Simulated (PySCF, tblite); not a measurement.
# C₅H₁₂SSi+ (doublet): geometry, infrared bands and EPR parameters

What infrared bands and EPR parameters should C₅H₁₂SSi+ (doublet) (`CCC[S+][SiH]1CC1`) show?

Computed with tblite 0.8.0 and PySCF 2.14.0, with density-fitted response routines of our own, on a single molecule in the gas phase. Atoms are numbered from 0 throughout.

### 1 Starting geometry

19 atoms, charge 1, multiplicity 2; geometry from: force field or distance geometry start.

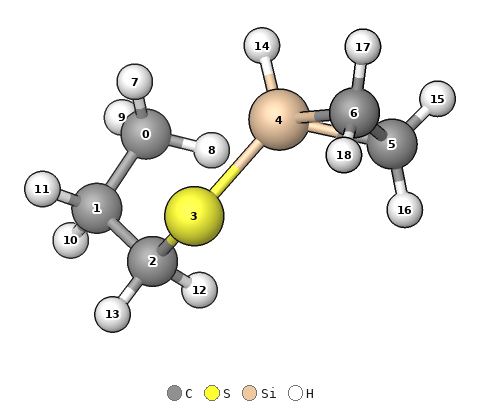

As it starts; carbon grey, sulfur yellow, silicon light orange, hydrogen white, atoms numbered.

### 2 Geometry optimisation with GFN2-xTB

What the job is given:

```
{"job": {"kind": "relax", "xc": "GFN2-xTB", "basis": "xTB"}, "charge": 1, "multiplicity": 2}
C     -2.006400     0.439800     0.813700
C     -2.425800    -0.729800    -0.043700
C     -1.311800    -0.986300    -1.021100
S      0.270400    -1.355400    -0.334100
Si     1.249200     0.197600     0.717500
C      2.625000     1.133600    -0.171200
C      3.130500    -0.001100     0.652900
H     -1.545900     0.079900     1.764700
H     -1.336600     1.106200     0.242900
H     -2.969400     0.998400     1.051800
H     -3.405400    -0.534200    -0.529400
H     -2.578800    -1.648400     0.591500
H     -1.299300    -0.151500    -1.773800
H     -1.637100    -1.902800    -1.605800
H      0.667300     0.902000     1.846000
H      2.942100     2.126600     0.257600
H      2.528200     1.064700    -1.266800
H      3.577600     0.183500     1.670700
H      3.516200    -0.913600     0.159200
```

Command:

```bash
OMP_NUM_THREADS=1 python probes_run.py task.json out
```

One launch serves the whole session: the jobs run in the order shown.

The log of the run:

```text
step      E/eV     max force
  0    -579.25457    3.144
  1    -579.63872    1.194
  2    -579.76848    0.665
  3    -579.83048    0.515
  4    -579.85843    0.492
  5    -579.89013    0.391
  6    -579.90976    0.317
  7    -579.92071    0.244
  8    -579.92960    0.218
  9    -579.93788    0.225
 10    -579.94488    0.236
 11    -579.95014    0.185
 12    -579.95414    0.153
 13    -579.95830    0.166
 14    -579.96233    0.181
 15    -579.96541    0.150
 16    -579.96772    0.111
 17    -579.96979    0.111
 18    -579.97205    0.133
 19    -579.97460    0.144
 20    -579.97726    0.132
 21    -579.97984    0.117
 22    -579.98242    0.158
 23    -579.98531    0.154
 24    -579.98836    0.144
 25    -579.99078    0.116
 26    -579.99234    0.088
 27    -579.99360    0.104
 28    -579.99506    0.103
 29    -579.99684    0.142
 30    -579.99877    0.132
 31    -580.00071    0.106
 32    -580.00283    0.122
 33    -580.00542    0.144
 34    -580.00849    0.167
 35    -580.01141    0.147
 36    -580.01367    0.104
 37    -580.01562    0.117
 38    -580.01751    0.118
 39    -580.01921    0.130
 40    -580.02072    0.105
 41    -580.02206    0.093
 42    -580.02245    0.190
 43    -580.02434    0.124
 44    -580.02546    0.065
 45    -580.02738    0.069
 46    -580.02803    0.086
 47    -580.02923    0.075
 48    -580.03035    0.071
 49    -580.03167    0.082
 50    -580.03274    0.064
 51    -580.03368    0.064
 52    -580.03450    0.071
 53    -580.03527    0.104
 54    -580.03603    0.105
 55    -580.03678    0.058
 56    -580.03762    0.050
 57    -580.03817    0.065
 58    -580.03928    0.090
 59    -580.04019    0.071
 60    -580.04117    0.072
 61    -580.04232    0.080
 62    -580.04384    0.115
 63    -580.04552    0.122
 64    -580.04710    0.099
 65    -580.04857    0.071
 66    -580.05013    0.109
 67    -580.05165    0.125
 68    -580.05305    0.087
 69    -580.05397    0.074
 70    -580.05481    0.066
 71    -580.05581    0.111
 72    -580.05692    0.129
 73    -580.05800    0.098
 74    -580.05905    0.089
 75    -580.06027    0.107
 76    -580.06194    0.159
 77    -580.06417    0.179
 78    -580.06671    0.142
 79    -580.06941    0.132
 80    -580.07222    0.160
 81    -580.07524    0.198
 82    -580.07841    0.210
 83    -580.08195    0.138
 84    -580.08719    0.152
 85    -580.09163    0.196
 86    -580.09855    0.208
 87    -580.10386    0.152
 88    -580.10554    0.177
 89    -580.10907    0.120
 90    -580.11112    0.100
 91    -580.11591    0.103
 92    -580.11749    0.118
 93    -580.11857    0.086
 94    -580.11941    0.060
 95    -580.12007    0.074
 96    -580.12094    0.083
 97    -580.12197    0.077
 98    -580.12289    0.084
 99    -580.12398    0.092
100    -580.12580    0.115
101    -580.12809    0.122
102    -580.13011    0.086
103    -580.13150    0.120
104    -580.13288    0.114
105    -580.13486    0.125
106    -580.13910    0.139
107    -580.14292    0.151
108    -580.14626    0.153
109    -580.14837    0.116
110    -580.15007    0.149
111    -580.15238    0.130
112    -580.15458    0.125
113    -580.15799    0.109
114    -580.16018    0.119
115    -580.16302    0.147
116    -580.16504    0.133
117    -580.16718    0.102
118    -580.16906    0.114
119    -580.17088    0.091
120    -580.17229    0.081
121    -580.17340    0.083
122    -580.17437    0.081
123    -580.17525    0.065
124    -580.17585    0.075
125    -580.17629    0.052
126    -580.17689    0.054
127    -580.17755    0.064
128    -580.17806    0.060
129    -580.17873    0.050
130    -580.17932    0.055
131    -580.17993    0.062
132    -580.18059    0.065
133    -580.18131    0.073
134    -580.18195    0.051
135    -580.18236    0.049
136    -580.18265    0.038
137    -580.18287    0.043
138    -580.18308    0.032
139    -580.18328    0.019
140    -580.18339    0.021
141    -580.18351    0.028
142    -580.18364    0.031
143    -580.18380    0.029
144    -580.18396    0.024
145    -580.18412    0.024
146    -580.18426    0.025
147    -580.18441    0.022
148    -580.18457    0.023
149    -580.18470    0.023
150    -580.18481    0.020
151    -580.18491    0.022
152    -580.18500    0.027
153    -580.18512    0.033
154    -580.18525    0.033
155    -580.18539    0.031
156    -580.18552    0.027
157    -580.18565    0.031
158    -580.18577    0.027
159    -580.18589    0.033
160    -580.18599    0.032
161    -580.18608    0.019
162    -580.18616    0.023
163    -580.18626    0.027
164    -580.18643    0.038
165    -580.18671    0.054
166    -580.18712    0.056
167    -580.18758    0.045
168    -580.18803    0.049
169    -580.18845    0.048
170    -580.18884    0.043
171    -580.18910    0.039
172    -580.18924    0.021
173    -580.18931    0.017
174    -580.18937    0.015
175    -580.18941    0.011
176    -580.18944    0.011
177    -580.18945    0.008
```

Run time: 2.5 s. Hardware: 1 thread of Arm Neoverse N1, shared host; peak memory 0.18 GiB.

Along the way: (not every step is listed)

```csv
step,energy from step 0 (eV),largest force (eV/Å)
0,0.0000,3.1436
1,-0.3842,1.1936
2,-0.5139,0.6647
3,-0.5759,0.5147
4,-0.6039,0.4924
5,-0.6356,0.3913
6,-0.6552,0.3167
7,-0.6661,0.2440
8,-0.6750,0.2179
24,-0.7338,0.1439
40,-0.7662,0.1051
56,-0.7831,0.0497
72,-0.8024,0.1287
88,-0.8510,0.1767
104,-0.8783,0.1140
120,-0.9177,0.0807
136,-0.9281,0.0378
152,-0.9304,0.0269
168,-0.9335,0.0488
172,-0.9347,0.0215
173,-0.9347,0.0175
174,-0.9348,0.0148
175,-0.9348,0.0108
176,-0.9349,0.0112
177,-0.9349,0.0083
```

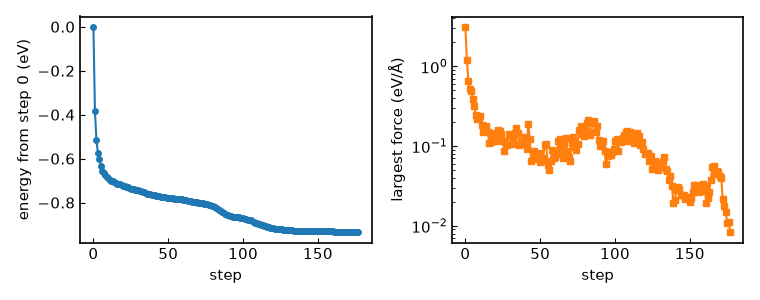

Energy and largest force along the relaxation.

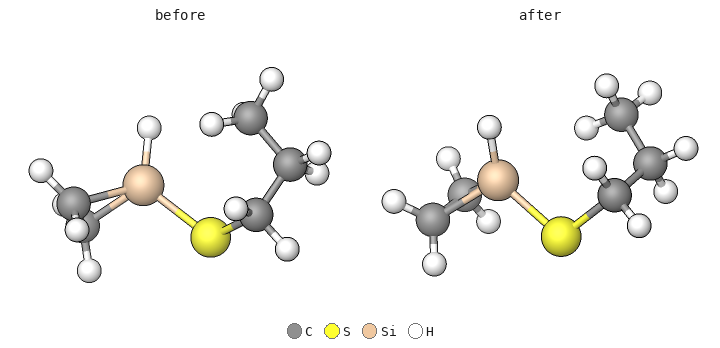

The geometry before (left) and after (right).

Close pairs (by a distance rule), those that changed most:

```csv
bond,before (Å),after (Å),change (Å)
Si4–C5,1.886,1.968,+0.082
C2–S3,1.764,1.839,+0.075
Si4–C6,1.893,1.964,+0.072
C0–H9,1.138,1.086,-0.052
C5–H15,1.127,1.080,-0.047
C6–H17,1.127,1.080,-0.047
C2–H13,1.135,1.089,-0.046
C2–H12,1.124,1.088,-0.036
```

The final coordinates are the input of the step that follows.

### 3 Vibrational analysis with GFN2-xTB

What the job is given:

```
{"job": {"kind": "ir", "xc": "GFN2-xTB", "basis": "xTB"}, "charge": 1, "multiplicity": 2}
C     -1.937879     0.043652     1.187040
C     -2.233053    -0.862245     0.003402
C     -1.505666    -0.466858    -1.272713
S      0.291930    -0.849466    -1.206365
Si     1.146654     0.711967    -0.080135
C      3.110422     0.588932    -0.129876
C      2.562473     0.086139     1.129271
H     -0.883458    -0.006400     1.476058
H     -2.192098     1.076626     0.960125
H     -2.524694    -0.269386     2.046160
H     -3.301823    -0.817231    -0.217994
H     -1.994794    -1.897347     0.253188
H     -1.623908     0.590129    -1.501805
H     -1.862713    -1.058694    -2.114484
H      0.561358     2.013806     0.137028
H      3.616511     1.542974    -0.129596
H      3.502519    -0.122560    -0.843041
H      2.682844     0.685605     2.019675
H      2.575571    -0.980395     1.306929
```

The log of the run:

```text
mode    cm-1     km/mol
  1      42.7      1.72
  2      77.3      4.37
  3      93.1      2.34
  4     125.1      7.97
  5     131.9      5.73
  6     186.2      3.05
  7     235.7      1.42
  8     284.4      1.35
  9     391.5     10.05
 10     412.8      2.76
 11     489.4      9.62
 12     514.5     13.21
 13     520.0     45.88
 14     615.4     10.28
 15     639.4      1.92
 16     704.9     47.33
 17     782.0      0.50
 18     802.1     15.78
 19     811.9      0.01
 20     858.5      4.42
 21     924.5      4.06
 22     955.7     46.04
 23     983.6     37.55
 24    1042.8      1.72
 25    1055.3      2.21
 26    1109.3      3.72
 27    1137.1      0.02
 28    1162.5     32.90
 29    1181.5      8.16
 30    1225.1      4.23
 31    1252.1     11.43
 32    1330.1      2.14
 33    1365.5     11.25
 34    1411.0     12.27
 35    1421.7      6.64
 36    1425.9      5.92
 37    1456.4     15.68
 38    1471.4      3.92
 39    1487.9     10.42
 40    2429.8    121.64
 41    2933.9    114.53
 42    2984.5      4.37
 43    3000.4      1.49
 44    3011.9      6.84
 45    3014.1      0.95
 46    3039.6     19.17
 47    3056.0      7.64
 48    3060.1      0.48
 49    3061.8     60.37
 50    3085.8      0.02
 51    3100.7      0.49
```

It took 1.3 s on 1 thread of Arm Neoverse N1, shared host; peak memory 0.18 GiB.

The strongest bands and the atoms that carry them (share of the mass-weighted mode):

```csv
cm⁻¹,km/mol,atoms
520,45.9,"H14 36 %, Si4 27 %, S3 22 %"
705,47.3,"H16 26 %, H18 21 %, H15 18 %, H17 15 %"
956,46.0,"H16 24 %, H15 24 %, H18 16 %, H17 14 %"
984,37.5,"H17 28 %, H18 25 %, H15 18 %, H16 16 %"
1162,32.9,"C6 34 %, C5 34 %"
2430,121.6,H14 96 %
2934,114.5,H7 92 %
3062,60.4,"H16 48 %, H15 27 %, H18 13 %"
```

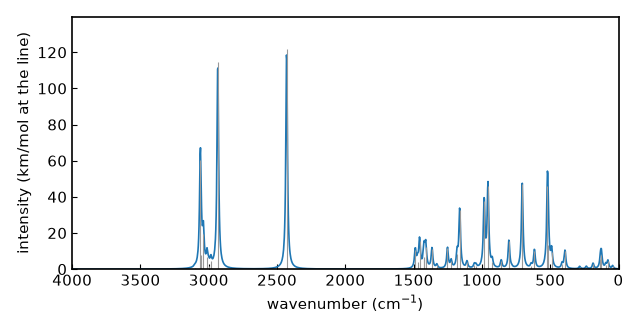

The infrared spectrum from these modes, unscaled. Lines are broadened to a width of 14 cm⁻¹ (Lorentzian).

### 4 g tensor and hyperfine couplings: B3LYP/pcH-1

Settings changed since step 3:

```diff
@@ -1,2 +1,2 @@
-{"job": {"kind": "ir", "xc": "GFN2-xTB", "basis": "xTB"}, "charge": 1, "multiplicity": 2}
+{"job": {"kind": "epr", "basis": "pcH-1"}, "charge": 1, "multiplicity": 2}
 C     -1.937879     0.043652     1.187040
```

With the program's defaults for keys left out, this is: UKS B3LYP, pcH-1 on C H S Si, non-relativistic, mean-field spin-orbit, GIAO.

The log of the run:

```text
UKS, coarse grid
  cycle   1  E = -885.12169422  |g| = 3.61e-01
  cycle   2  E = -885.06771879  |g| = 4.60e-01
  cycle   3  E = -885.18397665  |g| = 7.24e-02
  cycle   4  E = -885.18539870  |g| = 5.18e-02
  cycle   5  E = -885.18702579  |g| = 9.51e-03
  cycle   6  E = -885.18708263  |g| = 3.57e-03
  cycle   7  E = -885.18708915  |g| = 8.96e-04
UKS, final grid
  cycle   1  E = -885.18711339  |g| = 1.09e-03
  cycle   2  E = -885.18711191  |g| = 1.97e-03
  cycle   3  E = -885.18711417  |g| = 2.28e-04
  cycle   4  E = -885.18711420  |g| = 1.20e-04
  cycle   5  E = -885.18711421  |g| = 4.63e-05
  cycle   6  E = -885.18711422  |g| = 1.41e-05
E = -885.18711422 Eh   <S^2> = 0.7545 (exact 0.7500)
g shifts (ppm)      1          2          3
  rmc          -183       -183       -183
  gc             61         91         91
  oz_so         437      10092      17227
  total         315      10002      17136
hyperfine (MHz)  atom isotope    a_iso     a_fc   dipolar eigenvalues
    0   13C      -1.02      -1.02     -0.78     -0.56      1.34
    1   13C      11.75      11.74     -2.07     -2.02      4.09
    2   13C      -4.61      -4.73     -1.42     -1.18      2.61
    3   33S      13.09      12.91    -30.09    -29.23     59.32
    4  29Si      17.27      17.68    -64.48     29.84     34.64
    5   13C      25.21      25.15    -23.85    -22.81     46.65
    6   13C      28.46      28.39    -23.99    -22.91     46.90
    7    1H       5.73       5.73     -2.58     -0.73      3.32
    8    1H      -0.24      -0.25     -0.93     -0.58      1.51
    9    1H       5.24       5.24     -0.80     -0.46      1.27
   10    1H      16.51      16.51     -1.31     -0.83      2.14
   11    1H      -0.19      -0.19     -1.92     -0.67      2.59
   12    1H       9.41       9.39     -1.66     -1.22      2.88
   13    1H       0.08       0.05     -1.88     -1.36      3.25
   14    1H     -19.04     -19.08     -5.13     -1.56      6.69
   15    1H      26.63      26.61    -11.70     -2.01     13.71
   16    1H      13.24      13.20    -11.63     -1.23     12.86
   17    1H      33.08      33.06    -11.78     -2.06     13.84
   18    1H      10.14      10.11    -11.40     -1.41     12.81
```

It took 3.2 min on 1 thread of Arm Neoverse N1, shared host; peak memory 1 GiB.

Principal g values 2.00263, 2.01232, 2.01946; g(iso) = 2.01147, against 2.00232 for a free electron.

Mean a(iso) over the nuclei that a row names, and the largest dipolar term of the row (other rows stand at the frozen geometry):

```csv
nuclei,isotope,a(iso) (MHz),"a(iso) (G, at g = 2.0023)",largest dipolar term (MHz)
"H15, H17",1H,29.9,10.7,13.8
"C5, C6",13C,26.8,9.6,46.9
H14,1H,-19.0,-6.8,6.7
Si4,29Si,17.3,6.2,-64.5
S3,33S,13.1,4.7,59.3
C1,13C,11.8,4.2,4.1
"H16, H18",1H,11.7,4.2,12.9
"H10, H11",1H,8.2,2.9,2.6
"H12, H13",1H,4.7,1.7,3.2
C2,13C,-4.6,-1.6,2.6
"H7, H8, H9",1H,3.6,1.3,3.3
C0,13C,-1.0,-0.4,1.3
```

Mulliken spin populations:

C0 0.00; C1 0.01; C2 -0.01; S3 0.29; Si4 0.18; C5 0.26; C6 0.26; H7 0.00; H8 0.00; H9 0.00; H10 0.01; H11 0.00; H12 0.00; H13 0.00; H14 -0.01; H15 0.01; H16 0.00; H17 0.01; H18 0.00

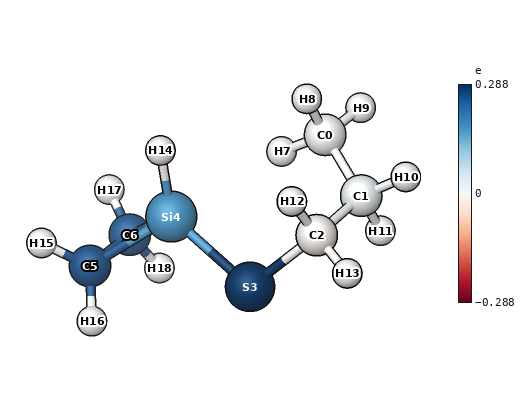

Mulliken spin populations, as colours on the atoms.

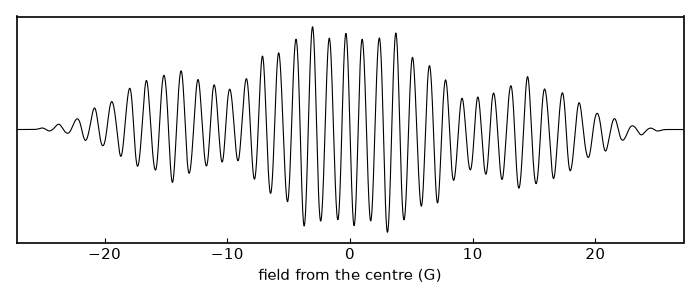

First-order isotropic spectrum (first derivative, main isotopes with spin only, couplings over 0.8 MHz, Gaussian width 0.3 G; couplings of the frozen geometry, rotation of groups not averaged beyond the rows shown).

The fields below are evaluated on a grid from the run's orbitals.

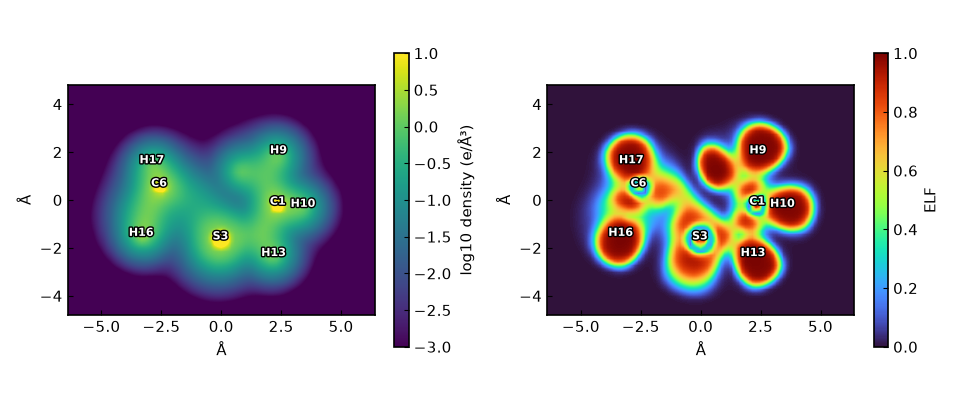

Density (left) and ELF (right) in a plane through or near 8 of the atoms.

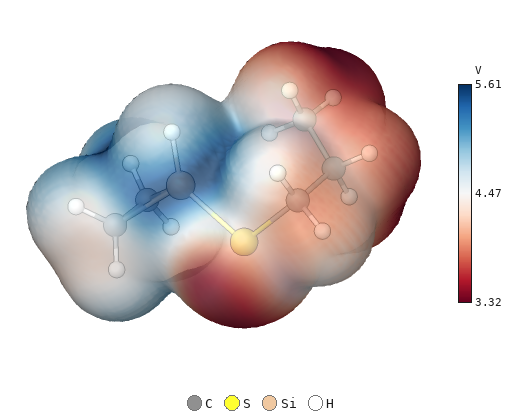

The potential that a unit positive charge feels on the 0.002 e/bohr³ surface, from 3.32 to 5.61 V.

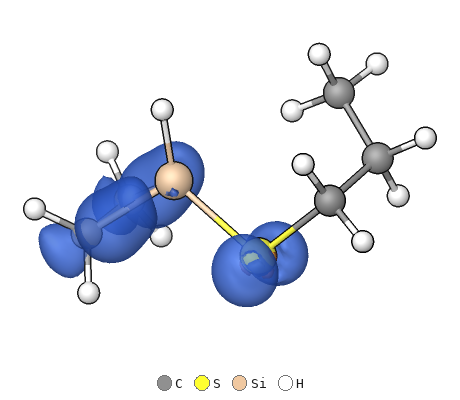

Spin density at ±0.05 e/Å³ (alpha excess blue, beta excess red).

### 5 Outcome

| quantity | value |
| --- | --- |
| strongest single infrared mode (GFN2-xTB) | 2430 cm⁻¹, 122 km/mol |
| zero-point energy (GFN2-xTB) | 97.1 kcal/mol |
| g(iso) (B3LYP) | 2.01147 |
| ⟨S²⟩ | 0.755 (exact 0.75) |
| largest a(iso) (averaged by class) | 1H on H15, H17, 29.9 MHz |

Over 177 steps the energy fell by 0.935 eV; of the close pairs, Si4–C5 changed most, 1.886 to 1.968 Å. No mode is imaginary among the 51: a minimum at this level. The strongest single mode, at 2430 cm⁻¹, moves mainly H14. GFN2-xTB is a fitted tight-binding method: band positions and strengths are rough. Its intensities can rank the bands wrongly. The largest spin populations lie on S3 (0.29 e), C5 (0.26 e), C6 (0.26 e). The isotropic g lies 9.2 ppt above the free-electron value.
